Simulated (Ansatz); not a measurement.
**ZrSnS4: one candidate of a structure search**

Aim: relax a trial structure of ZrSnS4 and see where it ends.

Program: Ansatz 0.2.0. Level of theory: DFT PBE, scalar-relativistic, plane waves, PAW. These are calculated values, not measurements.

### 1 The structure to begin with

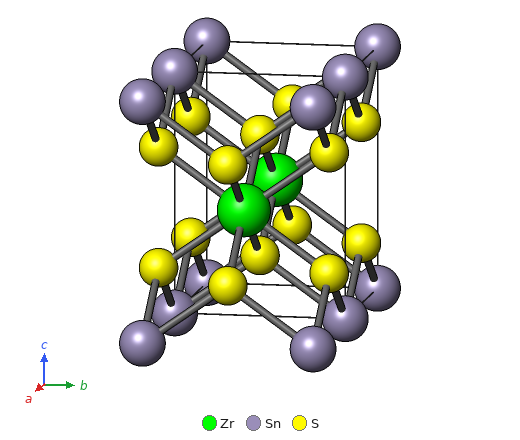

Start, viewed slightly off an axis; zirconium green, tin purple, sulfur yellow. 2×1×1 cells are drawn. Atoms on the faces are drawn again on the opposite ones.

Coordinates:

```
CELL_PARAMETERS angstrom
4.32220 0.00000 0.00000
0.00000 4.32220 0.00000
0.00000 0.00000 6.11251
ATOMIC_POSITIONS crystal
Zr 0.50000 0.50000 0.50000
Sn 0.00000 0.00000 0.00000
S 0.50000 0.00000 0.25000
S 0.00000 0.50000 0.75000
S 0.50000 0.00000 0.75000
S 0.00000 0.50000 0.25000
```

Recipe of the guess: ordered mixture on the cation sites of fluorite (P4/mmm, No. 123). Its size is a rough estimate.

### 2 Probe: one point on a coarse mesh

The input, input.yaml:

```yaml
crystal:
  lattice:
    - [4.32220021, 0.0, 0.0]
    - [0.0, 4.32220021, 0.0]
    - [0.0, 0.0, 6.11251415]
  atoms:
    - { symbol: Zr, position: [0.5, 0.5, 0.5] }
    - { symbol: Sn, position: [0.0, 0.0, 0.0] }
    - { symbol: S, position: [0.5, 0.0, 0.25] }
    - { symbol: S, position: [0.0, 0.5, 0.75] }
    - { symbol: S, position: [0.5, 0.0, 0.75] }
    - { symbol: S, position: [0.0, 0.5, 0.25] }
basis:
  ecutwfc: 420
kpoints:
  mp_grid: { grid: [4, 4, 4] }
hamiltonian:
  xc: pbe
scf:
  occupations: { method: gaussian, width: 0.1 }
  lower_state_search: "off"
output:
  forces: true
  stress: true
  eigenvalues: true
```

Run with:

```bash
ansatz run input.yaml --threads 1 --pin off --max-ram 2048MiB --backend cpu --events-out ev --progress --plain --runs-dir out
```

The log of the run (excerpt; [...] marks lines left out):

```text
[...]
SCF converged after 7 iterations
Free energy (F): -13819.593702 eV
[...]
E sigma→0 (E₀):  -13819.584651 eV
Entropy (-TS):   -0.018101 eV (-3.017 meV/atom)
Fermi energy:    10.056544 eV
[...]
--- Forces (eV/Å), atoms counted from 1 ---
  atom   1  Zr     0.00000000     0.00000000     0.00000000
  atom   2  Sn     0.00000000     0.00000000     0.00000000
  atom   3  S      0.00000000     0.00000000     0.86948560
  atom   4  S      0.00000000     0.00000000    -0.86948560
  atom   5  S      0.00000000     0.00000000    -0.86948560
  atom   6  S      0.00000000     0.00000000     0.86948560
[...]
--- Stress (GPa, compression-positive) ---
       11.400272       0.000000       0.000000
        0.000000      11.400272       0.000000
        0.000000       0.000000      11.490292
  P = ⅓ Tr σ = 11.4303 GPa (114.303 kbar)
--- Band table (eV; the first three rows and the last of 18) ---
[...]
```

Run time: 3.4 s. Hardware: 1 thread of Intel Xeon Platinum 8488C (Sapphire Rapids), shared host; peak memory 0.45 GiB.

The probe gives pressure 11.4 GPa, largest force 0.87 eV/Å, gap on this mesh none (metal). A cheap, loose relaxation comes first.

### 3 Coarse relaxation

input.yaml, as its differences from that of step 2:

```diff
@@ -25 +25,6 @@
   eigenvalues: true
+relax:
+  adjacent_minimum: "off"
+  f_tol: 0.04
+  max_steps: 70
+  cell: { stress_tol: 0.4 }
```

Run with:

```bash
ansatz run input.yaml --threads 1 --pin off --max-ram 2048MiB --backend cpu --events-out ev --progress --plain --runs-dir out
```

The log of the run:

```text
Warning: RAYON_NUM_THREADS=1 ignored (pool sized by the plan → 1); use --threads N
Engine: ansatz 0.2.0, x86_64-unknown-linux-gnu
Pseudopotentials: kind: paw
Pseudopotential: Zr, paw, valence charge 12, recommended cutoff 420 eV (normal), Zr.paw.azcp
Pseudopotential: Sn, paw, valence charge 14, recommended cutoff 420 eV (normal), Sn.paw.azcp
Pseudopotential: S, paw, valence charge 6, recommended cutoff 420 eV (normal), S.paw.azcp
Functional definition: PBE
  parameter kappa = 0.804
  parameter beta = 0.06672455060314922
  exchange = pbe_x(kappa = kappa, mu = beta*pi^2/3)
  correlation = pbe_c(beta = beta)
Crystal: 6 atoms, lattice volume = 114.190 Å³
Basis set: ecut = 420 eV, 2245 PW (Γ), exchange–correlation on 60×60×90 points (8 copies of the dense FFT grid, shifted against one another)
Bands: 31, of which v1, the nominal top of the filled ones, is band 25 counted from 1 (24 counted from 0)
Symmetry: 16 space group operations
Space group: P4/mmm (ITA 123), of the structure as read, at distance tolerance 4.9e-5 Å
k-points: 18 of 64
Non-local potential: Zr, projectors of the file, l = 0: 3, l = 1: 2, l = 2: 2, l = 3: 2
Non-local potential: Sn, projectors of the file, l = 0: 2, l = 1: 2, l = 2: 2, l = 3: 2
Non-local potential: S, projectors of the file, l = 0: 2, l = 1: 2, l = 2: 2
PAW form: soft (Blöchl's): semilocal exchange-correlation on the pseudo side does not see the compensation charge
PAW one-centre angular grid: Zr, 590 points (default); XC on 64 Gauss nodes
PAW one-centre angular grid: Sn, 590 points (default); XC on 64 Gauss nodes
PAW one-centre angular grid: S, 110 points (default); XC on 64 Gauss nodes
Initial density: superposition of atomic densities (neutral atoms: chi_scale 0, normalization atom), corrected by the library's trained network
Initial wavefunctions: pseudopotential atomic-orbital guess
Functional: x = pbe(κ = 0.804, μ = 0.2195149727645171), c = pbe(β = 0.06672455060314922)
SCF iter   1: F=—  HF=-13819.597526 eV  |F-HF|=—  |Δ(HF+E_count)|=         —  Δρ=5.18e-3  dr2=2.94e-2  ethr=1.77e-3  ⟨swp⟩=5.8  Hψ=2560  notcnv=0
preconditioner: auto → LDOS  [insulator: Δε(μ)=0.115 eV  Ē_g=12.064 eV  σ=0.100 eV  W_gap=0.58  n_scr=28 (ndim 8)  ℏωp=22.5 eV  f_vac=0.025  D(μ)=3.06/eV (n_scr^D=20)  ε∞_Penn≈4.5  β→1.0]
SCF iter   2: F=—  HF=-13819.593427 eV  |F-HF|=—  |Δ(HF+E_count)|=   4.10e-3  Δρ=1.29e-3  dr2=1.28e-3  ethr=5.88e-5  ⟨swp⟩=2.1  Hψ=981  notcnv=0  defer=6
SCF iter   3: F=—  HF=-13819.593431 eV  |F-HF|=—  |Δ(HF+E_count)|=   4.31e-6  Δρ=3.54e-4  dr2=2.81e-4  ethr=2.56e-6  ⟨swp⟩=2.0  Hψ=961  notcnv=0  defer=6
SCF iter   4: F=—  HF=-13819.593376 eV  |F-HF|=—  |Δ(HF+E_count)|=   5.55e-5  Δρ=1.39e-4  dr2=3.24e-5  ethr=5.62e-7  ⟨swp⟩=2.0  Hψ=909  notcnv=0  defer=6
SCF iter   5: F=—  HF=-13819.593702 eV  |F-HF|=—  |Δ(HF+E_count)|=   3.26e-4  Δρ=3.05e-5  dr2=2.04e-6  ethr=6.48e-8  ⟨swp⟩=2.0  Hψ=738  notcnv=0  defer=6
SCF iter   6: F=—  HF=-13819.593702 eV  |F-HF|=—  |Δ(HF+E_count)|=   3.55e-8  Δρ=1.24e-5  dr2=1.98e-7  ethr=4.07e-9  ⟨swp⟩=2.1  Hψ=769  notcnv=0  defer=6
SCF iter   7: F=-13819.593702 eV  HF=-13819.593702 eV  |F-HF|=7.04e-10  |Δ(HF+E_count)|=   2.79e-8  Δρ=1.97e-6  dr2=8.60e-9  ethr=2.00e-10  ⟨swp⟩=9.1  Hψ=2454  notcnv=0
SCF 1 converged in 7 iterations: F = -13819.593702 eV  dr2 = 8.60e-9
relax step   1: F+E_penalty+E_count = -13819.59370183 eV  Δ(F+E_penalty+E_count) = +0.000e0 eV  max|allowed force component| = 8.695e-1 eV/Å  Δτ_max = 0.0000 Å  P = +11.430 GPa  Ω = 114.190 Å³  (7 SCF iters, dr2 threshold 1.00e-7 eV, accepted)
Crystal: 6 atoms, lattice volume = 131.508 Å³
Basis set: ecut = 420 eV, 2541 PW (Γ), exchange–correlation on 60×60×90 points (8 copies of the dense FFT grid, shifted against one another)
Initial density: handed on by an earlier stage of this run
Initial wavefunctions: those handed on with the density
iter 1 solved again at ethr=8.68e-4 eV; its pass at ethr=3.10e-3 eV (dr2=4.34e-1 eV) is discarded
SCF iter   1: F=—  HF=-13820.271887 eV  |F-HF|=—  |Δ(HF+E_count)|=         —  Δρ=1.08e-2  dr2=4.40e-1  ethr=8.68e-4  ⟨swp⟩=1.0  Hψ=3476  notcnv=0
preconditioner: auto → LDOS  [metal: Δε(μ)=0.049 eV  Ē_g=7.739 eV  σ=0.100 eV  W_gap=0.27  n_scr=28 (ndim 8)  ℏωp=18.3 eV  f_vac=0.051  D(μ)=1.83/eV (n_scr^D=6)  β→1.0]
SCF iter   2: F=—  HF=-13820.452596 eV  |F-HF|=—  |Δ(HF+E_count)|=   1.81e-1  Δρ=1.65e-2  dr2=1.54e0  ethr=8.68e-4  ⟨swp⟩=3.4  Hψ=1479  notcnv=0  defer=10  recentre
SCF iter   3: F=—  HF=-13820.204844 eV  |F-HF|=—  |Δ(HF+E_count)|=   2.48e-1  Δρ=5.02e-3  dr2=1.02e-1  ethr=8.68e-4  ⟨swp⟩=3.2  Hψ=1314  notcnv=0  defer=21
SCF iter   4: F=—  HF=-13820.187861 eV  |F-HF|=—  |Δ(HF+E_count)|=   1.70e-2  Δρ=6.85e-4  dr2=7.77e-4  ethr=2.04e-4  ⟨swp⟩=2.2  Hψ=804  notcnv=0  defer=20
SCF iter   5: F=—  HF=-13820.188085 eV  |F-HF|=—  |Δ(HF+E_count)|=   2.23e-4  Δρ=1.89e-4  dr2=7.91e-5  ethr=1.55e-6  ⟨swp⟩=2.1  Hψ=796  notcnv=0  defer=20
SCF iter   6: F=—  HF=-13820.188299 eV  |F-HF|=—  |Δ(HF+E_count)|=   2.14e-4  Δρ=5.12e-5  dr2=4.81e-6  ethr=1.58e-7  ⟨swp⟩=2.1  Hψ=749  notcnv=0  defer=20
SCF iter   7: F=-13820.188300 eV  HF=-13820.188300 eV  |F-HF|=3.55e-7  |Δ(HF+E_count)|=   1.16e-6  Δρ=1.28e-5  dr2=4.58e-7  ethr=1.20e-9  ⟨swp⟩=10.4  Hψ=2691  notcnv=0
the search or the solves at the SCF's close seem to have found levels that the self-consistency loop had missed (the run counts 1). By its estimate they hold under 1e-12 electrons; where the run keeps them, the occupations were computed again with them
SCF 2 converged in 7 iterations: F = -13820.188300 eV  dr2 = 4.58e-7
relax step   2: F+E_penalty+E_count = -13820.18829957 eV  Δ(F+E_penalty+E_count) = -5.946e-1 eV  max|allowed force component| = 1.060e-1 eV/Å  Δτ_max = 0.1252 Å  P = -1.313 GPa  Ω = 131.508 Å³  energy of the carried Pulay correction = -3.909e-3 eV  (7 SCF iters, dr2 threshold 6.00e-7 eV, accepted)
Crystal: 6 atoms, lattice volume = 129.459 Å³
Basis set: ecut = 420 eV, 2493 PW (Γ), exchange–correlation on 60×60×90 points (8 copies of the dense FFT grid, shifted against one another)
iter 1 solved again at ethr=1.30e-5 eV; its pass at ethr=3.10e-3 eV (dr2=6.52e-3 eV) is discarded
SCF iter   1: F=—  HF=-13820.205285 eV  |F-HF|=—  |Δ(HF+E_count)|=         —  Δρ=1.57e-3  dr2=6.56e-3  ethr=1.30e-5  ⟨swp⟩=1.5  Hψ=3039  notcnv=0
preconditioner: auto → LDOS  [metal: Δε(μ)=0.086 eV  Ē_g=11.488 eV  σ=0.100 eV  W_gap=0.45  n_scr=28 (ndim 8)  ℏωp=21.2 eV  f_vac=0.033  D(μ)=2.14/eV (n_scr^D=14)  β→1.0]
SCF iter   2: F=—  HF=-13820.208332 eV  |F-HF|=—  |Δ(HF+E_count)|=   3.05e-3  Δρ=2.00e-3  dr2=2.34e-2  ethr=1.30e-5  ⟨swp⟩=2.2  Hψ=1030  notcnv=0  recentre
SCF iter   3: F=—  HF=-13820.204190 eV  |F-HF|=—  |Δ(HF+E_count)|=   4.14e-3  Δρ=5.62e-4  dr2=1.13e-3  ethr=1.30e-5  ⟨swp⟩=2.1  Hψ=992  notcnv=0
SCF iter   4: F=—  HF=-13820.204004 eV  |F-HF|=—  |Δ(HF+E_count)|=   1.86e-4  Δρ=6.69e-5  dr2=4.95e-6  ethr=2.26e-6  ⟨swp⟩=2.0  Hψ=715  notcnv=0
SCF iter   5: F=—  HF=-13820.204342 eV  |F-HF|=—  |Δ(HF+E_count)|=   3.38e-4  Δρ=1.84e-5  dr2=7.99e-7  ethr=1.20e-9  ⟨swp⟩=7.4  Hψ=2743  notcnv=0
SCF iter   6: F=-13820.204342 eV  HF=-13820.204342 eV  |F-HF|=1.56e-8  |Δ(HF+E_count)|=   1.36e-7  Δρ=4.75e-6  dr2=1.39e-8  ethr=1.20e-9  ⟨swp⟩=5.0  Hψ=1920  notcnv=0
the search or the solves at the SCF's close seem to have found levels that the self-consistency loop had missed (the run counts 1). By its estimate they hold under 1e-12 electrons; where the run keeps them, the occupations were computed again with them
SCF 3 converged in 6 iterations: F = -13820.204342 eV  dr2 = 1.39e-8
relax step   3: F+E_penalty+E_count = -13820.20434169 eV  Δ(F+E_penalty+E_count) = -1.604e-2 eV  max|allowed force component| = 3.527e-2 eV/Å  Δτ_max = 0.0131 Å  P = -0.291 GPa  Ω = 129.459 Å³  energy of the carried Pulay correction = -3.475e-3 eV  (6 SCF iters, dr2 threshold 6.00e-7 eV, accepted)
Basis set: ecut = 420 eV, 2493 PW (Γ), exchange–correlation on 64×64×90 points (8 copies of the dense FFT grid, shifted against one another)
Initial wavefunctions: pseudopotential atomic-orbital guess (no wavefunctions were taken with the density)
iter 1 solved again at ethr=4.37e-8 eV; its pass at ethr=3.10e-3 eV (dr2=2.19e-5 eV) is discarded
SCF iter   1: F=—  HF=-13820.207110 eV  |F-HF|=—  |Δ(HF+E_count)|=         —  Δρ=1.20e-4  dr2=2.31e-6  ethr=4.37e-8  ⟨swp⟩=3.2  Hψ=4140  notcnv=0
preconditioner: auto → LDOS  [insulator: Δε(μ)=0.103 eV  Ē_g=11.509 eV  σ=0.100 eV  W_gap=0.52  n_scr=28 (ndim 8)  ℏωp=21.2 eV  f_vac=0.036  D(μ)=2.05/eV (n_scr^D=6)  ε∞_Penn≈4.4  β→1.0]
SCF iter   2: F=—  HF=-13820.207650 eV  |F-HF|=—  |Δ(HF+E_count)|=   5.40e-4  Δρ=2.56e-5  dr2=5.83e-7  ethr=4.63e-9  ⟨swp⟩=2.0  Hψ=1004  notcnv=0
SCF iter   3: F=—  HF=-13820.207649 eV  |F-HF|=—  |Δ(HF+E_count)|=   2.59e-7  Δρ=9.58e-6  dr2=2.13e-7  ethr=1.17e-9  ⟨swp⟩=2.0  Hψ=975  notcnv=0
SCF iter   4: F=—  HF=-13820.207649 eV  |F-HF|=—  |Δ(HF+E_count)|=   4.54e-8  Δρ=3.53e-6  dr2=4.14e-8  ethr=4.26e-10  ⟨swp⟩=2.0  Hψ=922  notcnv=0
SCF iter   5: F=-13820.207649 eV  HF=-13820.207649 eV  |F-HF|=3.58e-10  |Δ(HF+E_count)|=   9.69e-9  Δρ=7.31e-7  dr2=6.57e-10  ethr=7.68e-12  ⟨swp⟩=3.6  Hψ=2239  notcnv=0
SCF 4 converged in 5 iterations: F = -13820.207649 eV  dr2 = 6.57e-10
relax step   4: F+E_penalty+E_count = -13820.20764931 eV  Δ(F+E_penalty+E_count) = -3.308e-3 eV  max|allowed force component| = 3.552e-2 eV/Å  Δτ_max = 0.0000 Å  P = -0.289 GPa  Ω = 129.459 Å³  stress off target by 2.92e-1 GPa  SCF on the basis re-selected at this cell (its energy is not comparable with the rows above)  (5 SCF iters)
basis re-selected at this cell: Δ(F+E_penalty+E_count) = -3.308e-3 eV, ΔP = +0.002 GPa vs the last step (what re-selecting the basis moved, of the pressure what is left beyond the Pulay correction that the steps carried, after the strain that the cell walked since its last selection, with what the two solves' SCF thresholds leave and, on support functions, any second-order correction that the steps lacked; it is no measure of the basis error at this ecutwfc). The dense FFT grid was sized anew with the basis: this SCF ran on 32×32×45 points, the steps before it on 30×30×45, so part of this shift can come from that change (see relax.cell in the input reference). This SCF's stress stands 2.92e-1 GPa from its target on what of the cell is left free (relax.cell.stress_tol is 4.00e-1 GPa) and its largest allowed force component is 3.55e-2 eV/Å (relax.f_tol is 4.00e-2 eV/Å): within both
SCF converged after 5 iterations
Free energy (F): -13820.207649 eV
Harris-Foulkes:  -13820.207649 eV  (|F-HF|=3.58e-10)
Internal energy: -13820.197376 eV  (E = F + TS)
E sigma→0 (E₀):  -13820.202513 eV
Entropy (-TS):   -0.010273 eV (-1.712 meV/atom)
Fermi energy:    8.157002 eV
--- Per-component energies (eV) ---
  E_band       = -234.661837
  E_kinetic    = 942.715170
  E_local      = -2263.208292  (includes V_loc(G=0)·N_el)
  E_nonlocal   = 160.800818
  E_hartree    = 1007.815642
  E_xc         = -931.895421
  E_vxc        = -635.687480  (∫ρ·V_xc dr)
  E_paw        = -9491.078326  (= ΣΔE_a)
  E_vpaw       = -454.913637  (= ΣTr[D̂ρ^β])
  E_aug_tail   = 0.000030  (compensation charges beyond the density's cutoff)
  E_ewald      = -3245.346995
  E_smearing   = -0.010273  (= −TS)
  E_closure    = -0.000000  (closes the sum)
  Σ components = -13820.207649   (vs F -13820.207649, Δ=0.00e0)
--- Forces (eV/Å), atoms counted from 1 ---
  atom   1  Zr     0.00000000     0.00000000     0.00000000
  atom   2  Sn    -0.00000000    -0.00000000     0.00000000
  atom   3  S      0.00000000     0.00000000    -0.03552488
  atom   4  S      0.00000000     0.00000000     0.03552488
  atom   5  S      0.00000000     0.00000000     0.03552488
  atom   6  S      0.00000000     0.00000000    -0.03552488
  max |Σ_I F_I| component: 2.78e-17 eV/Å
--- Stress (GPa, compression-positive) ---
       -0.292474       0.000000       0.000000
        0.000000      -0.292474       0.000000
        0.000000       0.000000      -0.283509
  P = ⅓ Tr σ = -0.2895 GPa (-2.895 kbar)
--- Band table (eV; the first three rows and the last of 18) ---
  k-point 0: bands = ["-41.1975", "-19.2441", "-19.1622", "-19.1622", "-13.0739", "-13.0590", "-13.0590", "-13.0497", "-13.0482", "-5.7233", "-4.2777", "-3.5877", "-2.4742", "0.9861", "3.8957", "3.8957", "4.1366", "4.1366", "4.4015", "6.2798", "7.2383", "7.5075", "7.5075", "7.8206", "7.8206", "8.8143", "9.3697", "10.0581", "11.0979", "11.1300", "11.1300"]
  k-point 1: bands = ["-41.1975", "-19.2442", "-19.1622", "-19.1622", "-13.0739", "-13.0591", "-13.0591", "-13.0497", "-13.0481", "-5.5688", "-4.5592", "-3.5201", "-2.5882", "1.5521", "3.6904", "3.6904", "4.4387", "4.4387", "4.7789", "5.1152", "7.2046", "7.2046", "7.8303", "7.8922", "7.8922", "8.0811", "9.3759", "9.6410", "11.2498", "11.3362", "11.3362"]
  k-point 2: bands = ["-41.1975", "-19.2443", "-19.1622", "-19.1622", "-13.0738", "-13.0591", "-13.0591", "-13.0497", "-13.0481", "-5.2341", "-5.0086", "-3.4339", "-2.7191", "2.4792", "3.5861", "3.5861", "3.8771", "4.6583", "4.6583", "5.3294", "6.9271", "6.9271", "7.2536", "7.9459", "7.9459", "8.3091", "9.1161", "9.3821", "11.4006", "11.4337", "11.4337"]
  k-point 17: bands = ["-41.1962", "-19.2326", "-19.1940", "-19.1940", "-13.0695", "-13.0695", "-13.0542", "-13.0506", "-13.0436", "-3.9318", "-3.9318", "-3.9093", "-3.9093", "0.4751", "2.5750", "3.0700", "4.0335", "5.1983", "5.1983", "5.6020", "5.6020", "6.4252", "8.0153", "8.5312", "8.5808", "8.8352", "9.2791", "9.6240", "11.0121", "11.0121", "12.7676"]
--- Relaxed structure (3 steps of the walk, 3 accepted, 1 SCFs on fresh bases) ---
  F+E_penalty+E_count = -13820.20764931 eV   max|allowed force component| = 3.552e-2 eV/Å   (the final SCF, on the basis selected at the relaxed cell)
  cell:  # Å, volume = 129.4595 Å³
    - [4.49283199852743, -1.3726468154157717e-33, 0.0]
    - [-1.3726468154157717e-33, 4.49283199852743, 0.0]
    - [0.0, 0.0, 6.413476951281154]
  atoms:
    - { symbol: Zr, position: [0.5, 0.5, 0.49999999999999994] }
    - { symbol: Sn, position: [2.738522945442151e-35, -2.1583274061535603e-35, 0.0] }
    - { symbol: S, position: [0.5, 6.266111824316798e-36, 0.2683368145436418] }
    - { symbol: S, position: [9.004634769758941e-35, 0.5, 0.7316631854563583] }
    - { symbol: S, position: [0.5, 6.266111824316798e-36, 0.7316631854563583] }
    - { symbol: S, position: [6.637436969461489e-35, 0.5, 0.2683368145436418] }
```

Run time: 16 s. Hardware: 1 thread of Intel Xeon Platinum 8488C (Sapphire Rapids), shared host; peak memory 0.46 GiB.

Step by step:

| step | energy from step 1 (eV/cell) | largest force component (eV/Å) | pressure (GPa) | volume (Å³) |
| --- | --- | --- | --- | --- |
| 1 | 0.0000 | 0.8695 | 11.43 | 114.19 |
| 2 | -0.5946 | 0.1060 | -1.31 | 131.51 |
| 3 | -0.6106 | 0.0353 | -0.29 | 129.46 |
| 4 | -0.6139 | 0.0355 | -0.29 | 129.46 |

Step 1 is the start. Step 4 repeats the geometry before it on a plane-wave basis chosen anew for that cell, so its energy need not be comparable with the rows above.

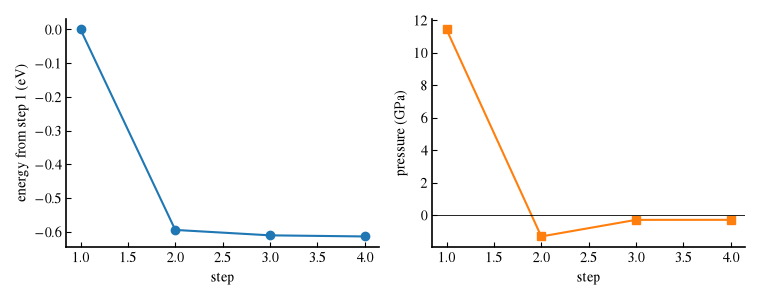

Energy and pressure along the relaxation.

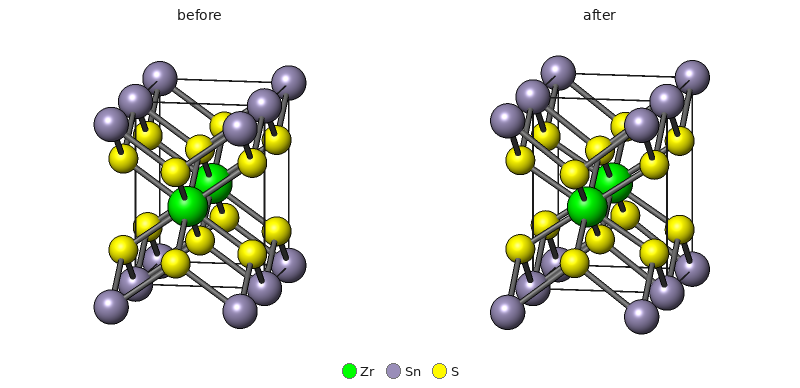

Before and after, at one scale.

|  | before | after | change |
| --- | --- | --- | --- |
| a (Å) | 4.322 | 4.493 | +3.9 % |
| b (Å) | 4.322 | 4.493 | +3.9 % |
| c (Å) | 6.113 | 6.413 | +4.9 % |
| volume (Å³/atom) | 19.03 | 21.58 | +13.4 % |
| shortest distance (Å) | 2.647 | 2.693 | +1.8 % |
| space group (0.01 Å) | P4/mmm | P4/mmm | same |

Forces and stress were held to the start's 16 operations: a distortion of lower symmetry was not tested.

[end of part 1 of 2]
